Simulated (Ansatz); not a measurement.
## AlH₃Cl₂O: geometry relaxation

System: AlH₃Cl₂O.
Method: RKS PBE0-D4/6-31G* (Ansatz 0.2.0).

The input holds or restrains some coordinates. It belongs to a series of runs on one base structure; here: pulled along the bonds that form and break, towards end B. Figures and captions count atoms from 1; the log counts them from 0 in places.

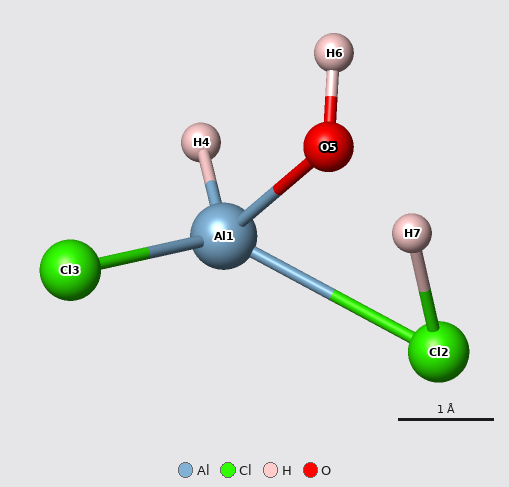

*The input geometry (ball-and-stick view, seen at a tilt; atoms are numbered from 1 in the order of the input). Sticks mark near contacts.*

Bond lengths as drawn: Al–Cl 2.23 to 2.58 Å, Al–H 1.56 Å, Al–O 2.08 Å, Cl–H 1.60 Å and H–O 1.01 Å.

### Input
```yaml
crystal:
  periodic: [false, false, false]
  atoms:
    - { symbol: Al, position_ang: [0.0, 0.0, 0.0] }
    - { symbol: Cl, position_ang: [0.0, 0.0, 2.58] }
    - { symbol: Cl, position_ang: [1.9312, 0.0, -1.115] }
    - { symbol: H, position_ang: [-1.351, 0.0, -0.78] }
    - { symbol: O, position_ang: [0.4375, -1.9248, 0.6559] }
    - { symbol: H, position_ang: [-0.1954, -2.5811, 0.2213] }
    - { symbol: H, position_ang: [0.3128, -1.3761, 1.8287] }
basis:
  gaussian: { orbitals: "6-31G*" }
hamiltonian:
  xc: pbe0
  dispersion: d4
relax:
  f_tol: 0.15
  max_steps: 25
  restrain:
    - { distance: [0, 4], at: 1.78, k: 30.0 }
    - { distance: [6, 1], at: 1.37, k: 30.0 }
    - { distance: [0, 1], at: 3.43, k: 30.0 }
    - { distance: [6, 4], at: 2.21, k: 30.0 }
output:
  orbitals: {}
```

Launch command:
```bash
ansatz run input.yaml --threads 1 --pin off --max-ram 2048MiB --backend cpu --events-out ev --progress --plain --runs-dir out
```

### What the program printed
```
The last accepted step is kept in [file] (removed where the run ends without a failure and the disk answers)
Engine: ansatz 0.2.0, aarch64-unknown-linux-gnu
Functional definition: PBE0
  parameter a = 0.25
  parameter kappa = 0.804
  parameter beta = 0.06672455060314922
  exchange = (1 - a)*pbe_x(kappa = kappa, mu = beta*pi^2/3) + a*exact_x
  correlation = pbe_c(beta = beta)
783 factors; integrals over basis functions are off by at most 5.7e-4 eV
mean field evaluation 1: about -33721.4840 eV, gradient 4.5e1 eV
mean field evaluation 2: about -33713.3567 eV, gradient 7.9e1 eV
mean field evaluation 4: about -33725.4340 eV, gradient 2.8e0 eV
mean field evaluation 8: about -33725.4709 eV, gradient 9.3e-2 eV
mean field evaluation 16: about -33725.4709 eV, gradient 8.1e-6 eV
mean field -33725.47093045 eV, -1239.3881967487 hartree, gradient 8.1e-6 eV, S^2 0.000000; 0 other end points of the search recorded, 0 dependent functions left out
the calculation of the forces begins
reference -33725.47096061 eV, -1239.3881978572 hartree; 29, 29 occupied and 49, 49 virtual orbitals, 783 factors
relax step   1: F+E_penalty+E_count = -33725.60325380 eV  Δ(F+E_penalty+E_count) = +0.000e0 eV  max|allowed force component| = 2.823e0 eV/Å  E_restraint = 25.37208311 eV  max|allowed force component, restraints' pulls added| = 2.732e1 eV/Å  Δτ_max = 0.0000 Å  (26 SCF iters, accepted)
  distance Al 0 - O 4 = 2.0800 Å
  distance H 6 - Cl 1 = 1.5987 Å
  distance Al 0 - Cl 1 = 2.5800 Å
  distance H 6 - O 4 = 1.3008 Å
these checks for a lower state are left out or cut short: starts, cluster_reference, orbital_swaps, neighbouring_geometries, increment
783 factors; integrals over basis functions are off by at most 6.1e-4 eV
mean field -33725.28058210 eV, -1239.3812015761 hartree, gradient 7.1e-6 eV, S^2 0.000000; 0 other end points of the search recorded, 0 dependent functions left out
[... from here on the field's lines of each further geometry are left out, up to the last ...]
relax step   2: F+E_penalty+E_count = -33725.41038566 eV  Δ(F+E_penalty+E_count) = +1.929e-1 eV  max|allowed force component| = 3.358e0 eV/Å  E_restraint = 10.05855767 eV  max|allowed force component, restraints' pulls added| = 1.846e1 eV/Å  Δτ_max = 0.1950 Å  (32 SCF iters, accepted)
relax step   3: F+E_penalty+E_count = -33725.65850502 eV  Δ(F+E_penalty+E_count) = -2.481e-1 eV  max|allowed force component| = 3.176e0 eV/Å  E_restraint = 2.12490473 eV  max|allowed force component, restraints' pulls added| = 8.178e0 eV/Å  Δτ_max = 0.1948 Å  (32 SCF iters, accepted)
relax step   4: F+E_penalty+E_count = -33726.07531324 eV  Δ(F+E_penalty+E_count) = -4.168e-1 eV  max|allowed force component| = 1.404e0 eV/Å  E_restraint = 0.07351223 eV  max|allowed force component, restraints' pulls added| = 1.199e0 eV/Å  Δτ_max = 0.1946 Å  (27 SCF iters, accepted)
relax step   5: F+E_penalty+E_count = -33726.25157989 eV  Δ(F+E_penalty+E_count) = -1.763e-1 eV  max|allowed force component| = 1.230e0 eV/Å  E_restraint = 0.01286455 eV  max|allowed force component, restraints' pulls added| = 6.555e-1 eV/Å  Δτ_max = 0.1961 Å  (27 SCF iters, accepted)
relax step   6: F+E_penalty+E_count = -33726.30930588 eV  Δ(F+E_penalty+E_count) = -5.773e-2 eV  max|allowed force component| = 9.786e-1 eV/Å  E_restraint = 0.02705540 eV  max|allowed force component, restraints' pulls added| = 2.612e-1 eV/Å  Δτ_max = 0.0916 Å  (28 SCF iters, accepted)
relax step   7: F+E_penalty+E_count = -33726.32127645 eV  Δ(F+E_penalty+E_count) = -1.197e-2 eV  max|allowed force component| = 9.793e-1 eV/Å  E_restraint = 0.02966260 eV  max|allowed force component, restraints' pulls added| = 1.813e-1 eV/Å  Δτ_max = 0.0583 Å  (27 SCF iters, accepted)
relax step   8: F+E_penalty+E_count = -33726.33172373 eV  Δ(F+E_penalty+E_count) = -1.045e-2 eV  max|allowed force component| = 1.035e0 eV/Å  E_restraint = 0.02917081 eV  max|allowed force component, restraints' pulls added| = 2.664e-1 eV/Å  Δτ_max = 0.1218 Å  (28 SCF iters, accepted)
relax step   9: F+E_penalty+E_count = -33726.33423039 eV  Δ(F+E_penalty+E_count) = -2.507e-3 eV  max|allowed force component| = 1.047e0 eV/Å  E_restraint = 0.02876457 eV  max|allowed force component, restraints' pulls added| = 2.585e-1 eV/Å  Δτ_max = 0.1260 Å  (27 SCF iters, accepted)
the calculation of the forces begins
reference -33726.21360819 eV, -1239.4154896524 hartree; 29, 29 occupied and 49, 49 virtual orbitals, 783 factors
relax step  10: F+E_penalty+E_count = -33726.33865054 eV  Δ(F+E_penalty+E_count) = -4.420e-3 eV  max|allowed force component| = 9.846e-1 eV/Å  E_restraint = 0.02963375 eV  max|allowed force component, restraints' pulls added| = 4.094e-2 eV/Å  Δτ_max = 0.0301 Å  (28 SCF iters, accepted)
  distance Al 0 - O 4 = 1.7543 Å
  distance H 6 - Cl 1 = 1.3344 Å
  distance Al 0 - Cl 1 = 3.4270 Å
  distance H 6 - O 4 = 2.2038 Å
783 factors; integrals over basis functions are off by at most 7.1e-4 eV
mean field evaluation 96: about -33726.2136 eV, gradient 1.9e-4 eV
```

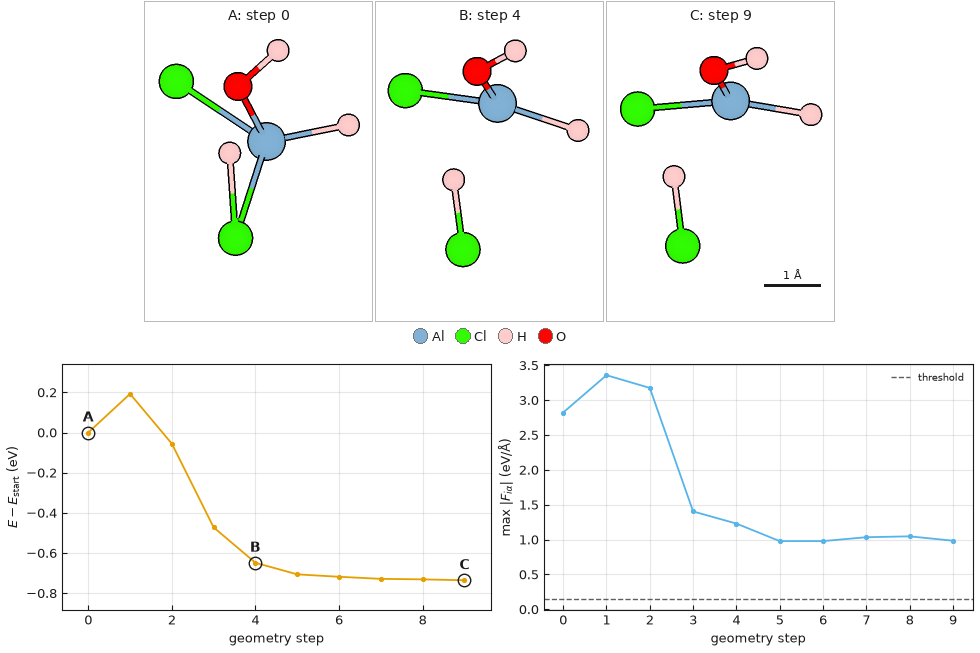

*Frames of the restrained relaxation (ball-and-stick view, seen at an oblique angle) above the curves, on which the letters mark them (the first geometry is step 0 here and step 1 in the log).*

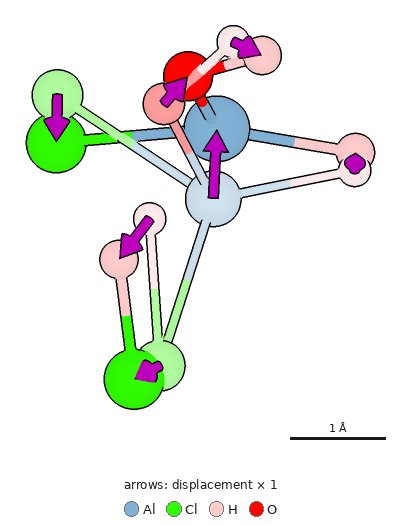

*Start (faint) and end (solid) with the displacements as pink arrows, at true length (ball-and-stick view, seen at an oblique angle). The two geometries are laid on each other by the best rigid fit.*

The atom that moves furthest after the best rigid fit is Al1 (0.74 Å). Largest moves by element: Al 0.74 Å, H 0.57 Å, Cl 0.54 Å, O 0.41 Å. Distances before and after: Al1–Cl2 2.580 → 3.427 Å, Al1–O5 2.080 → 1.754 Å, Cl2–H7 1.599 → 1.334 Å, Al1–Cl3 2.230 → 2.087 Å. Bonds break: Al1–Cl2 (2.58 → 3.43 Å). Among the angles that change: Cl3–Al1–O5 88.6° → 115.2°, H4–Al1–O5 109.9° → 122.1°, Al1–O5–H6 109.5° → 116.1°. After 9 geometry steps the energy has fallen by 0.735 eV. Largest force component: 2.8 eV/Å at the start, 0.98 eV/Å at the end. (Atoms are counted from 1 in the order of the input.)

```
mean field -33726.21357699 eV, -1239.4154885059 hartree, gradient 8.0e-6 eV, S^2 0.000000; 1 other end points of the search recorded, 0 dependent functions left out
the calculation of the forces begins
reference -33726.21360819 eV, -1239.4154896524 hartree; 29, 29 occupied and 49, 49 virtual orbitals, 783 factors
Total energy: -33726.33868174 eV, -1239.4200860205 hartree
Atom 0 at     0.104808    -0.512745    -0.522680 Å, force     0.031782    -0.686440     0.454237 eV/Å
Atom 1 at     0.173289    -0.024537     2.868687 Å, force     0.273085    -0.984569    -0.528778 eV/Å
Atom 2 at     1.895215     0.500005    -0.878085 Å, force     0.026356     0.023411    -0.005223 eV/Å
Atom 3 at    -1.281591     0.000044    -1.071107 Å, force     0.020537    -0.001150     0.005015 eV/Å
Atom 4 at     0.266337    -2.047233     0.312124 Å, force    -0.070525     0.740748    -0.220725 eV/Å
Atom 5 at    -0.526495    -2.596215     0.348697 Å, force     0.011125     0.000861     0.008049 eV/Å
Atom 6 at     0.503537    -1.201319     2.333265 Å, force    -0.292362     0.907140     0.287425 eV/Å
Dipole moment:    -0.469769    -0.433688    -0.146209 e Å
```

### Trajectory as extended XYZ (Å, eV, eV/Å), 10 frames, from step=1 to step=10
```
7
Properties=species:S:1:pos:R:3:forces:R:3 step=1 energy=-33725.60325
Al    0.0000    0.0000    0.0000    2.3613  -2.8227   0.5969
Cl    0.0000    0.0000    2.5800    0.0747   0.3682  -1.2966
Cl    1.9312    0.0000   -1.1150   -1.2837   0.7653   0.7538
H    -1.3510    0.0000   -0.7800   -0.2704   0.4615   0.1655
O     0.4375   -1.9248    0.6559   -1.3953   1.5743   0.1106
H    -0.1954   -2.5811    0.2213    0.8954   1.0520   1.4914
H     0.3128   -1.3761    1.8287   -0.3820  -1.3985  -1.8216
7
Properties=species:S:1:pos:R:3:forces:R:3 step=2 energy=-33725.41039
Al    0.0345   -0.0967   -0.1658    1.8510  -3.3584   0.8048
Cl    0.0089   -0.0296    2.7590    0.3288  -1.1189  -1.5923
Cl    1.9338    0.0104   -1.1196   -0.3972   0.9126   0.1474
H    -1.3634    0.0055   -0.7857   -0.5985   0.6133  -0.0447
O     0.4371   -1.8990    0.5026   -1.1697   1.8462   0.4945
H    -0.2022   -2.5878    0.2214    0.2810   0.5091   0.4608
H     0.2864   -1.2847    1.9790   -0.2954   0.5961  -0.2704
7
Properties=species:S:1:pos:R:3:forces:R:3 step=3 energy=-33725.65850
Al    0.0657   -0.1982   -0.2941    0.7045  -3.1761   0.6236
Cl    0.0122   -0.0512    2.8783    0.2927  -1.2047  -1.1305
Cl    1.9382    0.0284   -1.1248    0.5866   1.1097  -0.3564
H    -1.3748    0.0180   -0.7868   -0.4830   0.6654  -0.0316
O     0.4358   -1.8855    0.3473   -0.7025   1.5242   0.4148
H    -0.2104   -2.5884    0.2152   -0.1985   0.0731   0.1076
H     0.2685   -1.2051    2.1559   -0.1998   1.0084   0.3725
7
Properties=species:S:1:pos:R:3:forces:R:3 step=4 energy=-33726.07531
Al    0.0879   -0.3384   -0.4274    0.3379  -1.4042   0.0410
Cl    0.0063   -0.0478    2.9615    0.1519  -0.6247  -0.5333
Cl    1.9871    0.1231   -1.1574    0.0365   0.7475  -0.1391
H    -1.3912    0.0652   -0.7841    0.1024   0.3756   0.0212
O     0.4160   -1.9072    0.2636   -0.4043   0.3693   0.3246
H    -0.2434   -2.6068    0.2209   -0.1428   0.0133   0.0984
H     0.2725   -1.1701    2.3138   -0.0816   0.5232   0.1872
7
Properties=species:S:1:pos:R:3:forces:R:3 step=5 energy=-33726.25158
Al    0.1305   -0.4489   -0.5112    0.2546  -0.9497   0.5227
Cl   -0.0110   -0.0180    2.8984    0.3599  -1.2302  -0.6404
Cl    1.9816    0.3178   -1.1804   -0.3978   0.0552   0.0937
H    -1.3250    0.1417   -0.7765    0.3122   0.0000  -0.0512
O     0.3669   -1.9957    0.3079   -0.1124   0.8936  -0.2783
H    -0.3231   -2.6670    0.2860   -0.1016   0.0638   0.0110
H     0.3151   -1.2118    2.3666   -0.3150   1.1672   0.3425
7
Properties=species:S:1:pos:R:3:forces:R:3 step=6 energy=-33726.30931
Al    0.1530   -0.4904   -0.5000    0.0064  -0.7345   0.3861
Cl   -0.0018   -0.0262    2.8986    0.3220  -0.9786  -0.6050
Cl    1.9406    0.3911   -1.1439   -0.0780   0.0107   0.0608
H    -1.2691    0.1329   -0.8012    0.1082  -0.0315  -0.0159
O     0.3566   -2.0473    0.2855   -0.2326   0.6239  -0.1417
H    -0.3895   -2.6638    0.3325    0.1495   0.2460  -0.0278
H     0.3452   -1.1783    2.3193   -0.2754   0.8640   0.3435
7
Properties=species:S:1:pos:R:3:forces:R:3 step=7 energy=-33726.32128
Al    0.1451   -0.4982   -0.5142    0.0499  -0.6885   0.4468
Cl    0.0527   -0.0246    2.8815    0.2355  -0.9793  -0.5632
Cl    1.9313    0.4211   -1.0947   -0.0300   0.0153   0.0217
H    -1.2719    0.1097   -0.8474    0.0446  -0.0250  -0.0271
O     0.3515   -2.0477    0.2812   -0.2001   0.6357  -0.1202
H    -0.4081   -2.6405    0.3638    0.0835   0.1486  -0.0623
H     0.3346   -1.2018    2.3207   -0.1834   0.8931   0.3042
7
Properties=species:S:1:pos:R:3:forces:R:3 step=8 energy=-33726.33172
Al    0.1252   -0.5109   -0.5320    0.0777  -0.5972   0.4818
Cl    0.0856   -0.0379    2.8634    0.3254  -1.0347  -0.5454
Cl    1.9182    0.4651   -0.9906   -0.0353  -0.0197   0.0084
H    -1.2767    0.0651   -0.9607    0.0059  -0.0201  -0.0342
O     0.3081   -2.0453    0.2913   -0.0918   0.6335  -0.1631
H    -0.4717   -2.6068    0.3857    0.0281   0.0668  -0.0482
H     0.4465   -1.2112    2.3339   -0.3101   0.9715   0.3007
7
Properties=species:S:1:pos:R:3:forces:R:3 step=9 energy=-33726.33423
Al    0.1027   -0.5117   -0.5191    0.1396  -0.5496   0.3101
Cl    0.1750   -0.0278    2.8774    0.2590  -1.0473  -0.5818
Cl    1.9021    0.5032   -0.8895   -0.1339  -0.0681   0.0386
H    -1.2835    0.0092   -1.0734    0.0702  -0.0230   0.0527
O     0.2740   -2.0529    0.2943   -0.0560   0.7289  -0.1183
H    -0.5180   -2.5968    0.3776   -0.0150  -0.0034  -0.0334
H     0.4830   -1.2053    2.3236   -0.2639   0.9625   0.3320
7
Properties=species:S:1:pos:R:3:forces:R:3 step=10 energy=-33726.33865
Al    0.1048   -0.5127   -0.5227    0.0318  -0.6864   0.4542
Cl    0.1733   -0.0245    2.8687    0.2731  -0.9846  -0.5288
Cl    1.8952    0.5000   -0.8781    0.0264   0.0234  -0.0052
H    -1.2816    0.0000   -1.0711    0.0205  -0.0011   0.0050
O     0.2663   -2.0472    0.3121   -0.0705   0.7407  -0.2207
H    -0.5265   -2.5962    0.3487    0.0111   0.0009   0.0080
H     0.5035   -1.2013    2.3333   -0.2924   0.9071   0.2874
```

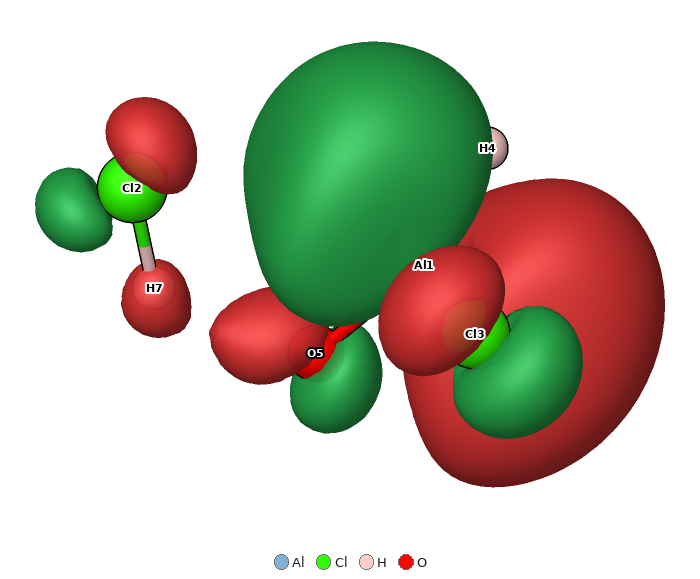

*One frontier orbital at ±0.08 Å⁻³ᐟ² (green and red are the two phases), seen from the side.*

The LUMO, at −0.85 eV. By Hirshfeld shares it lies mainly on Al1 (70 %) and Cl3 (10 %).

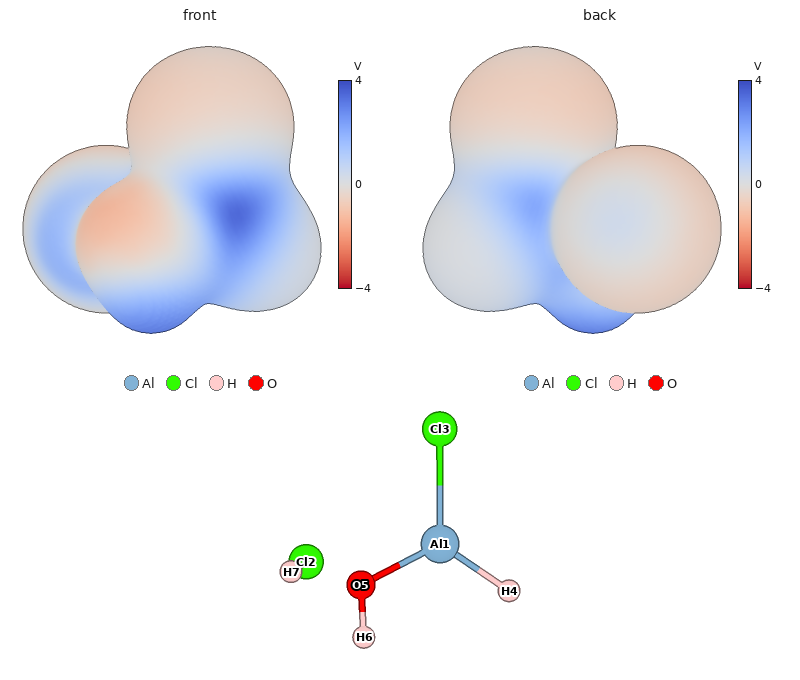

*The electrostatic potential painted on the density surface at 0.002 e/bohr³, seen at a tilt and from behind; red is negative and blue positive. The bare structure is drawn below in the same view.*

### Results in brief

```csv
quantity,value
outcome,converged under the restraints of the input
total energy,−33726.3387 eV
mean-field energy,−33726.2136 eV
"largest force (length of the vector) at the end, held atoms and coordinates included",1.150 eV/Å
hardware,"1 thread of Arm Neoverse V2, 24 GiB of memory available, shared host"
wall time,35 s
peak memory,0.16 GiB
```
